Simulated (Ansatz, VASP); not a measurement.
# GaP: VASP beside Ansatz

Aim: how closely do two programs agree when they are given the same cell, functional and k mesh? The cell is taken from a series of VASP runs on this material, whose earlier steps may have relaxed, scaled or displaced it; both programs get it as it stands. Valence electrons are named where the data sets of a main pair hold unlike numbers.

Main program and level: Ansatz 0.2.0; plane waves, with VASP 6.6.1 beside it; band structure at r2SCAN-EpsX with an exact-exchange share of 0.093 and band structure at HSE06, spin-orbit coupling.

## Step 1: The structure

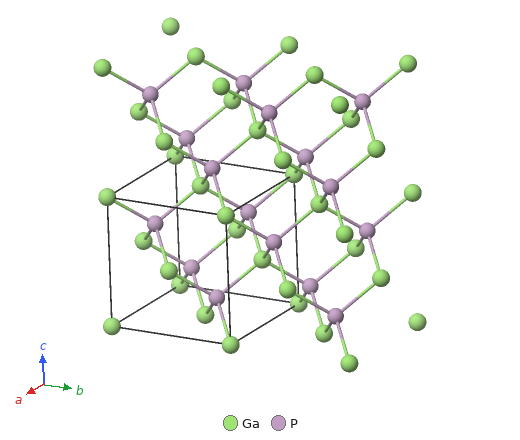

Start, viewed slightly off an axis; gallium green, phosphorus pink. 1×2×2 cells are drawn. This picture shows the conventional cell, with its axes. Bonds to atoms that aren't drawn are left out. Some periodic images of atoms are drawn too.

Structure file:

```
Ga P
1.0
     0.00000    2.72525    2.72525
     2.72525    0.00000    2.72525
     2.72525    2.72525    0.00000
Ga P
1 1
Direct
  0.00000 0.00000 0.00000
  0.75000 0.75000 0.75000
```

## Step 2: VASP: band structure, r2SCAN-EpsX with an exact-exchange share of 0.093

The same path points are solved in both programs, so levels can be compared one by one.

Lines of VASP's logs that name or quote its potential files are left out, and so is its time.

The run reads the wave functions of an earlier VASP run, which isn't shown here.

INCAR reads:

```
SYSTEM = GaP
PREC = Accurate
ENCUT = 350
EDIFF = 1E-06
NELM = 100
ISMEAR = 0
SIGMA = 0.03
LREAL = .FALSE.
ALGO = Normal
LHFCALC = .TRUE.
AEXX = 0.093
METAGGA = R2SCAN
LASPH = .TRUE.
NBANDS = 15
PRECFOCK = Fast
HFRCUT = -1
LORBIT = 11
LWAVE = .FALSE.
LCHARG = .FALSE.
KPAR = 4
```

POSCAR reads:

```
GaP
1.0
    0.0000000000      2.7252500000      2.7252500000
    2.7252500000      0.0000000000      2.7252500000
    2.7252500000      2.7252500000      0.0000000000
Ga P
1 1
Direct
    0.0000000000      0.0000000000      0.0000000000
    0.7500000000      0.7500000000      0.7500000000
```

KPOINTS reads:

```
Automatic mesh
0
Gamma
5 5 5
0 0 0
```

KPOINTS_OPT reads:

```
Line mode
10
Line-mode
Reciprocal
  0.00000000   0.00000000   0.00000000 GAMMA
  0.50000000   0.00000000   0.50000000 X

  0.50000000   0.00000000   0.50000000 X
  0.50000000   0.25000000   0.75000000 W

  0.50000000   0.25000000   0.75000000 W
  0.37500000   0.37500000   0.75000000 K

  0.37500000   0.37500000   0.75000000 K
  0.00000000   0.00000000   0.00000000 GAMMA

  0.00000000   0.00000000   0.00000000 GAMMA
  0.50000000   0.50000000   0.50000000 L

  0.50000000   0.50000000   0.50000000 L
  0.62500000   0.25000000   0.62500000 U

  0.62500000   0.25000000   0.62500000 U
  0.50000000   0.25000000   0.75000000 W

  0.50000000   0.25000000   0.75000000 W
  0.50000000   0.50000000   0.50000000 L

  0.50000000   0.50000000   0.50000000 L
  0.37500000   0.37500000   0.75000000 K

  0.62500000   0.25000000   0.62500000 U
  0.50000000   0.00000000   0.50000000 X
```

PAW data sets: Ga_d and P (PBE family, release 64).

On the command line:

```console
$ mpirun -np 4 vasp_std
```

Numbers of over 12 decimals in the logs are rounded to 6 here.

The program printed:

```text
[banner, memory and clock lines left out]
running    4 mpi-ranks, on    1 nodes
 distrk:  each k-point on    1 cores,    4 groups
 distr:  one band on    1 cores,    1 groups

 POSCAR found type information on POSCAR GaP
 POSCAR found :  2 types and       2 ions
|                                                                             |
|               ----> ADVICE to this user running VASP <----                  |
|                                                                             |
|     You enforced a specific xc type in the INCAR file but a different       |
|     [... a line on the potential file left out ...]
|     I HOPE YOU KNOW WHAT YOU ARE DOING!                                     |
|                                                                             |

 LDA part: xc-table for (None), standard interpolation
 found WAVECAR, reading the header
 POSCAR, INCAR and KPOINTS ok, starting setup
 FFT: planning ... GRIDC
 FFT: planning ... GRID_SOFT
 FFT: planning ... GRID
 HFRCUT set to (new)   10.650177
 reading WAVECAR
 the WAVECAR file was read successfully
 initial charge from wavefunction
 entering main loop
       N       E                     dE             d eps       ncg     rms          rms(c)
DAV:   1    -0.212810567390E+02   -0.21281E+02   -0.11585E+00   363   0.176E+01    0.264E+00
DAV:   2    -0.212653039958E+02    0.15753E-01   -0.70957E-02   434   0.473E+00    0.191E+00
DAV:   3    -0.212653527812E+02   -0.48785E-04   -0.61968E-03   377   0.135E+00    0.120E+00
DAV:   4    -0.212656872221E+02   -0.33444E-03   -0.97525E-04   370   0.309E-01    0.736E-01
DAV:   5    -0.212658092473E+02   -0.12203E-03   -0.12005E-04   364   0.984E-02    0.455E-01
DAV:   6    -0.212658622260E+02   -0.52979E-04   -0.25754E-05   384   0.479E-02    0.279E-01
DAV:   7    -0.212658861111E+02   -0.23885E-04   -0.71600E-06   356   0.270E-02    0.169E-01
DAV:   8    -0.212658971792E+02   -0.11068E-04   -0.24629E-06   356   0.163E-02    0.102E-01
DAV:   9    -0.212659026112E+02   -0.54320E-05   -0.88357E-07   255   0.102E-02    0.613E-02
DAV:  10    -0.212659054202E+02   -0.28089E-05   -0.55245E-07   185   0.767E-03    0.366E-02
DAV:  11    -0.212659069480E+02   -0.15278E-05   -0.24493E-07   150   0.535E-03    0.215E-02
DAV:  12    -0.212659078212E+02   -0.87321E-06   -0.10575E-07   150   0.367E-03
   1 F= -.21265908E+02 E0= -.21265908E+02  d E =-.716874E-12
 Start KPOINTS_OPT (optional k-point list driver)
k-point batch [1-10\100]
       N       E                     dE             ncg
DAV:   1    -0.278362356873E+03   -0.34773E+04      300
DAV:   2    -0.114529884814E+04   -0.86694E+03      349
DAV:   3    -0.120813949007E+04   -0.62841E+02      370
DAV:   4    -0.120925331781E+04   -0.11138E+01      370
DAV:   5    -0.120927216597E+04   -0.18848E-01      444
DAV:   6    -0.120927262836E+04   -0.46240E-03      437
DAV:   7    -0.120927263763E+04   -0.92615E-05      410
DAV:   8    -0.120927263777E+04   -0.14562E-06      318
[...]
k-point batch [91-100\100]
       N       E                     dE             ncg
DAV:   1    -0.453620281812E+03   -0.60869E+04      300
DAV:   2    -0.124902626032E+04   -0.79541E+03      349
DAV:   3    -0.129920579846E+04   -0.50180E+02      384
DAV:   4    -0.130001610882E+04   -0.81031E+00      384
DAV:   5    -0.130003160478E+04   -0.15496E-01      384
DAV:   6    -0.130003249093E+04   -0.88615E-03      499
DAV:   7    -0.130003249697E+04   -0.60348E-05      389
DAV:   8    -0.130003249702E+04   -0.52142E-07      325
```

OUTCAR, selected parts (step 2):

```text
ion  position               nearest neighbor table
   1  0.000  0.000  0.000-   2 2.36   2 2.36   2 2.36   2 2.36
   2  0.750  0.750  0.750-   1 2.36   1 2.36   1 2.36   1 2.36

  LATTYP: Found a face centered cubic cell.
 ALAT       =     5.4505000000

 Subroutine GETGRP returns: Found 24 space group operations
 (whereof 24 operations were pure point group operations)

The static configuration has the point symmetry T_d .

 Found     10 irreducible k-points:

   k-points           NKPTS =     10   k-points in BZ     NKDIM =    125   number of bands    NBANDS=     15

   dimension x,y,z NGX =    24 NGY =   24 NGZ =   24
   dimension x,y,z NGXF=    48 NGYF=   48 NGZF=   48

   ENCUT  =  350.0 eV  25.72 Ry    5.07 a.u.   5.88  5.88  5.88*2*pi/ulx,y,z

   NELECT =      18.0000    total number of electrons

 k-points in reciprocal lattice and weights: Automatic mesh
   0.00000000  0.00000000  0.00000000       0.008
   0.20000000  0.00000000  0.00000000       0.064
   0.40000000  0.00000000  0.00000000       0.064
   0.20000000  0.20000000  0.00000000       0.048
   0.40000000  0.20000000  0.00000000       0.192
  -0.40000000  0.20000000  0.00000000       0.192
  -0.20000000  0.20000000  0.00000000       0.096
   0.40000000  0.40000000  0.00000000       0.048
  -0.40000000  0.40000000  0.00000000       0.096
  -0.40000000  0.40000000  0.20000000       0.192

  exchange ACFDT corr.  =         0.00000000  see jH, gK, PRB 81, 115126

 average (electrostatic) potential at core
       1 -66.8944       2 -84.6130

 E-fermi :   4.3509

 k-point     1 :       0.0000    0.0000    0.0000
  band No.  band energies     occupation
    ...
      5     -11.5846      2.00000
      6      -9.2392      2.00000
      7       4.2162      2.00000
      8       4.2162      2.00000
      9       4.2162      2.00000
     10       7.0793      0.00000
     11       8.9353      0.00000
     12       8.9354      0.00000
     13       8.9355      0.00000
     14      14.2221      0.00000
    ...

 k-point     2 :       0.2000    0.0000    0.0000
  band No.  band energies     occupation
    ...
      5     -11.5841      2.00000
      6      -8.7024      2.00000
      7       1.0877      2.00000
      8       3.6961      2.00000
      9       3.6961      2.00000
     10       7.4537      0.00000
     11       9.6842      0.00000
     12       9.6843      0.00000
     13      10.8043      0.00000
     14      14.1716      0.00000
    ...

 k-point     3 :       0.4000    0.0000    0.0000
  band No.  band energies     occupation
    ...
      5     -11.5794      2.00000
      6      -7.3927      2.00000
      7      -2.2431      2.00000
      8       3.0947      2.00000
      9       3.0948      2.00000
     10       6.8384      0.00000
     11       9.8683      0.00000
     12       9.8684      0.00000
     13      13.4976      0.00000
     14      15.5603      0.00000
    ...

  energy-cutoff  :      350.00
  volume of cell :       40.48
      direct lattice vectors                 reciprocal lattice vectors
     0.000000000  2.725250000  2.725250000    -0.183469406  0.183469406  0.183469406
     2.725250000  0.000000000  2.725250000     0.183469406 -0.183469406  0.183469406
     2.725250000  2.725250000  0.000000000     0.183469406  0.183469406 -0.183469406

 POSITION                                       TOTAL-FORCE (eV/Angst)
 -----------------------------------------------------------------------------------
      0.00000      0.00000      0.00000         0.000000      0.000000      0.000000
      4.08788      4.08788      4.08788        -0.000000     -0.000000     -0.000000
 -----------------------------------------------------------------------------------
    total drift:                               -0.000127      0.000009     -0.000037

  FREE ENERGIE OF THE ION-ELECTRON SYSTEM (eV)
  ---------------------------------------------------
  free  energy   TOTEN  =       -21.2659078212 eV

  energy  without entropy=      -21.2659078212  energy(sigma->0) =      -21.26590782

 total charge
# of ion       s       p       d       tot
------------------------------------------
    1        0.818   0.850  10.023  11.691
    2        1.005   1.555   0.000   2.560
--------------------------------------------------
tot          1.823   2.405  10.023  14.251

[... 3 further parts left out ...]
```

The k-mesh is coarse for unscreened exact exchange, which converges slowly with it. The PAW data sets were made with PBE, which is usual practice but a small mismatch for other functionals.

## Step 3: Ansatz: band structure, r2SCAN-EpsX with an exact-exchange share of 0.093

Ansatz runs on its default PAW (the set named soft_2) files.

The same cell, functional, mesh and smearing now go to Ansatz, which takes its cutoff from its data sets.

input.yaml reads:

```yaml
crystal:
  lattice:
    - [0.0, 2.72525, 2.72525]
    - [2.72525, 0.0, 2.72525]
    - [2.72525, 2.72525, 0.0]
  atoms:
    - { symbol: Ga, position: [0.0, 0.0, 0.0] }
    - { symbol: P, position: [0.75, 0.75, 0.75] }
hamiltonian:
  xc: { exchange: r2scan, correlation: r2scan, exx: { coeff: 0.093 } }
  pseudopotentials: { kind: paw }
kpoints:
  mp_grid: { grid: [5, 5, 5] }
  band_path:
    path:
      - [0.0, 0.0, 0.0]
      - [0.44444, 0.0, 0.44444]
      - [0.5, 0.0, 0.5]
      - [0.5, 0.22222, 0.72222]
      - [0.40278, 0.34722, 0.75]
      - [0.125, 0.125, 0.25]
      - [0.27778, 0.27778, 0.27778]
      - [0.55556, 0.38889, 0.55556]
      - [0.58333, 0.25, 0.66667]
      - [0.5, 0.30556, 0.69444]
      - [0.48611, 0.48611, 0.52778]
      - [0.625, 0.25, 0.625]
      - [0.5, 0.0, 0.5]
    npoints: 1
scf:
  occupations: { method: gaussian, width: 0.03 }
  n_extra_bands: 7
output:
  forces: true
  stress: true
  eigenvalues: true
```

On the command line:

```console
$ ansatz run input.yaml --threads 4 --pin off --max-ram 9216MiB --backend cpu --events-out ev --progress --plain --runs-dir out
```

The program printed:

```text
Warning: output.stress: scf.convergence.dr2_threshold = 1e-7 eV (the SCF's general default) is looser than the 2e-10 eV advised for a printed stress (1e-10 eV for each atom of the cell: 2). What an SCF threshold leaves in a stress goes as its square root, and in the free energy as the threshold itself, and one threshold admits the most on a small cell: [figures from the program's tests cut] Set scf.convergence.dr2_threshold to 2e-10 eV or tighter. The threshold is an SCF's pass mark: one that does not reach it within its budget of iterations ends unconverged, or closes short of it on a stop that the run arms, and scf.convergence.dr2_threshold's page says what that costs each kind of run
Warning: output.stress: scf.exx.energy_threshold = 1e-6 eV is looser than the 2e-8 eV advised for a stress under a hybrid functional (1e-8 eV for each atom of the cell: 2). Every SCF of the exchange loop can meet its threshold on dr2 while the loop round them stops early: no threshold on dr2 bounds what that leaves in the stress. Set scf.exx.energy_threshold to 2e-8 eV or tighter. The threshold is the loop's pass mark: a loop that does not reach it within its budget of cycles ends unconverged, and scf.exx.energy_threshold's page has the law
scf.n_extra_bands = 7 over 9 filled bands (N_el = 18.0): the run solves 16 bands
Engine: ansatz 0.2.0, aarch64-unknown-linux-gnu
Pseudopotentials: kind: paw
Pseudopotential: Ga, paw, valence charge 13, recommended cutoff 500 eV (meta_gga), Ga.paw.azcp
Pseudopotential: P, paw, valence charge 5, recommended cutoff 500 eV (meta_gga), P.paw.azcp
Functional definition: unnamed
  parameter a_1 = 0.093
  exchange = (1 - a_1)*r2scan_x + a_1*exact_x
  correlation = r2scan_c
Crystal: 2 atoms, lattice volume = 40.481 Å³
Basis set: ecut = 500 eV, 965 PW (Γ), exchange–correlation on 120×120×120 points (64 copies of the dense FFT grid, shifted against one another)
Bands: 16, of which v1, the nominal top of the filled ones, is band 9 counted from 1 (8 counted from 0)
Symmetry: 24 space group operations
Space group: F-43m (ITA 216), of the structure as read, at distance tolerance 3.4e-5 Å
k-points: 10 of 125 (time reversal used)
Non-local potential: Ga, projectors of the file, l = 0: 2, l = 1: 2, l = 2: 3, l = 3: 1
Non-local potential: P, projectors of the file, l = 0: 2, l = 1: 2, l = 2: 2
PAW form: soft (Blöchl's): semilocal exchange-correlation on the pseudo side does not see the compensation charge
PAW frozen core: Ga, regenerated for the run's functional, and the local potential with it (the file was generated under x = pbe(κ = 0.804, μ = 0.219515), c = pbe(β = 0.066725))
PAW frozen core: P, regenerated for the run's functional, and the local potential with it (the file was generated under x = pbe(κ = 0.804, μ = 0.219515), c = pbe(β = 0.066725))
PAW one-centre angular grid: Ga, 590 points (default); XC on 160 Gauss nodes
PAW one-centre angular grid: P, 302 points (default); XC on 160 Gauss nodes
Initial density: superposition of atomic densities (neutral atoms: chi_scale 0, normalization atom), corrected by the library's trained network
Initial wavefunctions: pseudopotential atomic-orbital guess
Functional: x = r2scan, c = r2scan; τ floored in thin density (d = 2e-4 eV/Å³), warm-up for x = 0.907 r2scan + 0.093 exact, c = r2scan; τ floored in thin density (d = 2e-4 eV/Å³)
SCF iter   1: F=—  HF=-4550.432000 eV  |F-HF|=—  |Δ(HF+E_count)|=         —  Δρ=8.33e-3  dr2=1.51e-2  dr2_τ=7.70e-3  ethr=1.77e-3  ⟨swp⟩=10.6  Hψ=784  notcnv=0
preconditioner: auto → none  [insulator: Δε(μ)=1.789 eV  Ē_g=19.017 eV  σ=0.030 eV  W_gap=1.00  n_scr=14 (ndim 8)  ℏωp=24.8 eV  f_vac=0.013  D(μ)=0.00/eV (n_scr^D=0)]
SCF iter   2: F=—  HF=-4550.444227 eV  |F-HF|=—  |Δ(HF+E_count)|=   1.22e-2  Δρ=2.36e-3  dr2=2.49e-3  dr2_τ=7.44e-5  ethr=8.40e-5  ⟨swp⟩=4.7  Hψ=552  notcnv=0  defer=2
SCF iter   3: F=—  HF=-4550.443587 eV  |F-HF|=—  |Δ(HF+E_count)|=   6.40e-4  Δρ=1.96e-3  dr2=6.10e-4  dr2_τ=6.58e-6  ethr=1.38e-5  ⟨swp⟩=3.3  Hψ=382  notcnv=0
SCF iter   4: F=-4550.443817 eV  HF=-4550.443861 eV  |F-HF|=4.35e-5  |Δ(HF+E_count)|=   2.74e-4  Δρ=4.86e-4  dr2=8.30e-5  dr2_τ=1.62e-6  ethr=3.39e-6  ⟨swp⟩=3.0  Hψ=295  notcnv=0
SCF 1 stopped early in 4 iterations: F = -4550.443817 eV  dr2 = 8.30e-5
  greatest PAW one-centre occupation: 0.993 electrons in one spin orbital (limit 2), on the Ga atom at site 0 (counted from 0), in its partial waves of l = 2
Initial density: handed on by an earlier stage of this run
Initial wavefunctions: those handed on with the density
Functional: x = 0.907 r2scan + 0.093 exact, c = r2scan; τ floored in thin density (d = 2e-4 eV/Å³)
Frozen-core exchange: fock
SCF iter   1: F=—  HF=-4549.948839 eV  |F-HF|=—  |Δ(HF+E_count)|=         —  Δρ=3.40e-3  dr2=2.13e-3  dr2_τ=1.29e-5  ethr=4.61e-6  ⟨swp⟩=5.2  Hψ=675  notcnv=0
preconditioner: auto → none  [insulator: Δε(μ)=2.295 eV  Ē_g=20.098 eV  σ=0.030 eV  W_gap=1.00  n_scr=14 (ndim 8)  ℏωp=24.8 eV  f_vac=0.010  D(μ)=0.00/eV (n_scr^D=0)]
SCF iter   2: F=—  HF=-4549.948060 eV  |F-HF|=—  |Δ(HF+E_count)|=   7.78e-4  Δρ=6.54e-4  dr2=1.63e-4  dr2_τ=4.29e-6  ethr=4.61e-6  ⟨swp⟩=4.0  Hψ=440  notcnv=0
SCF iter   3: F=—  HF=-4549.948427 eV  |F-HF|=—  |Δ(HF+E_count)|=   3.66e-4  Δρ=3.61e-4  dr2=2.16e-5  dr2_τ=5.98e-7  ethr=8.04e-7  ⟨swp⟩=3.0  Hψ=280  notcnv=0
SCF iter   4: F=—  HF=-4549.948431 eV  |F-HF|=—  |Δ(HF+E_count)|=   3.71e-6  Δρ=1.10e-4  dr2=2.80e-6  dr2_τ=7.55e-8  ethr=1.17e-7  ⟨swp⟩=2.0  Hψ=250  notcnv=0
iter 5 solved again at ethr=1.78e-10 eV; its pass at ethr=1.28e-8 eV (dr2=3.20e-8 eV) is discarded
SCF iter   5: F=-4549.948432 eV  HF=-4549.948432 eV  |F-HF|=1.24e-9  |Δ(HF+E_count)|=   1.06e-6  Δρ=9.87e-6  dr2=3.30e-7  dr2_τ=1.90e-9  ethr=1.78e-10  ⟨swp⟩=4.8  Hψ=834  notcnv=0  defer=2
SCF 2 stopped early in 5 iterations: F = -4549.948432 eV  dr2 = 3.30e-7
  greatest PAW one-centre occupation: 0.994 electrons in one spin orbital (limit 2), on the Ga atom at site 0 (counted from 0), in its partial waves of l = 2
hybrid outer 1: dexx = +3.225e-4 eV, tail = 1.02e-6 eV
Frozen-core exchange: fock
SCF iter   1: F=—  HF=-4549.948424 eV  |F-HF|=—  |Δ(HF+E_count)|=         —  Δρ=1.18e-5  dr2=8.10e-8  dr2_τ=2.04e-9  ethr=2.83e-8  ⟨swp⟩=4.3  Hψ=345  notcnv=0
preconditioner: auto → none  [insulator: Δε(μ)=2.305 eV  Ē_g=20.043 eV  σ=0.030 eV  W_gap=1.00  n_scr=14 (ndim 8)  ℏωp=24.8 eV  f_vac=0.010  D(μ)=0.00/eV (n_scr^D=0)]
SCF iter   2: F=-4549.948424 eV  HF=-4549.948424 eV  |F-HF|=5.44e-9  |Δ(HF+E_count)|=   1.91e-8  Δρ=4.16e-6  dr2=9.00e-9  dr2_τ=2.12e-10  ethr=4.13e-10  ⟨swp⟩=3.3  Hψ=287  notcnv=0
SCF 3 converged in 2 iterations: F = -4549.948424 eV  dr2 = 9.00e-9
  Residual-converged pass: ⟨swp⟩=3.9  Hψ=360  notcnv=0  max |occ|·‖R‖ = 2.2e-6 eV (tolerance 2.4e-6 eV)  dr2=9.06e-9  dr2_τ=2.10e-10  dr2_onsite=9.65e-10  max |Δocc| = 0.0e0
hybrid outer 2: dexx = +1.001e-8 eV, tail = 2.02e-8 eV, Δε = 5.23e-4 eV (about 1.18e-4 eV left of the loop's levels)
NSCF: frozen V_eff on 13 k-points
hybrid SCF converged: 2 outer / 7 inner (+4 warm-up), last move |dexx| = 1.00e-8 eV, tail = 2.02e-8 eV
Stability not checked: this state was not tested for a lower state beside it, because the functional holds exact exchange (a hybrid, or Hartree-Fock), whose exchange loop this test does not read (fock_operator; see scf.lower_state_search)
Free energy (F): -4549.948424 eV
Frozen-core exchange: fock
Harris-Foulkes:  -4549.948424 eV  (|F-HF|=5.44e-9)
Internal energy: -4549.948424 eV  (E = F + TS)
E sigma→0 (E₀):  -4549.948424 eV
Fermi energy:    7.811363 eV
--- Per-component energies (eV) ---
  E_band       = -83.037929
  E_kinetic    = 185.371983
  E_local      = -2204.088940  (includes V_loc(G=0)·N_el)
  E_nonlocal   = 460.997070
  E_hartree    = 1022.186634
  E_xc         = -110.918332
  E_vxc        = -113.762832  (∫ρ·V_xc dr)
  E_exx        = -23.688550  (= α·E_x^exact, valence–valence)
  E_paw        = -2566.509315  (= ΣΔE_a)
  E_vpaw       = -413.704115  (= ΣTr[D̂ρ^β])
  E_aug_tail   = -0.000042  (compensation charges beyond the density's cutoff)
  E_vtau       = 5.151740  (kinetic-family band-sum trace: ∫τ·v_τ [+ j·A + Jᵃ·Aᵃ] dr)
  E_ewald      = -1312.644944
  E_core_change = -0.653989  (= ΣΔE_core)
  E_smearing   = -0.000000  (= −TS)
  E_closure    = 0.000000  (closes the sum)
  Σ components = -4549.948424   (vs F -4549.948424, Δ=0.00e0)
--- Forces (eV/Å), atoms counted from 1 ---
  atom   1  Ga    -0.00000000     0.00000000    -0.00000000
  atom   2  P      0.00000000     0.00000000     0.00000000
  max |Σ_I F_I| component: 9.25e-17 eV/Å
--- Stress (GPa, compression-positive) ---
       -0.182780       0.000000       0.000000
        0.000000      -0.182780       0.000000
       -0.000000       0.000000      -0.182780
  P = ⅓ Tr σ = -0.1828 GPa (-1.828 kbar)
--- Band table (eV; the first three rows and the last of 10) ---
  k-point 0: bands = [... 5 lower, -6.8090, 6.6591, 6.6591, 6.6591, 9.5370, 11.3587, 11.3587, 11.3587, ... 3 higher]
  k-point 1: bands = [... 5 lower, -6.2671, 3.5236, 6.1356, 6.1356, 9.8932, 12.1063, 12.1063, 13.2464, ... 3 higher]
  k-point 2: bands = [... 5 lower, -4.9607, 0.1924, 5.5347, 5.5347, 9.2782, 12.2871, 12.2871, 15.9329, ... 3 higher]
  k-point 9: bands = [... 5 lower, -3.9444, 0.0451, 2.7610, 3.7873, 11.5575, 12.1256, 12.9747, 16.3314, ... 3 higher]
```

Elapsed: 29 s, on 4 threads of Arm Neoverse V2, shared host; peak memory 1.1 GiB.

[end of part 1 of 2]

[Lines on the potential files, build, host, timing and source positions are cut from VASP's logs without a mark.]

[Logs are printed without paths, hosts, clocks, repeated set-up lines and the standing remarks that a program may print on its own settings, such as how far it seeks lower states.]

[Hosts, paths, dates, database ids (printed as entryN), source tags and the programs' standing remarks are cut or masked in the printed files.]
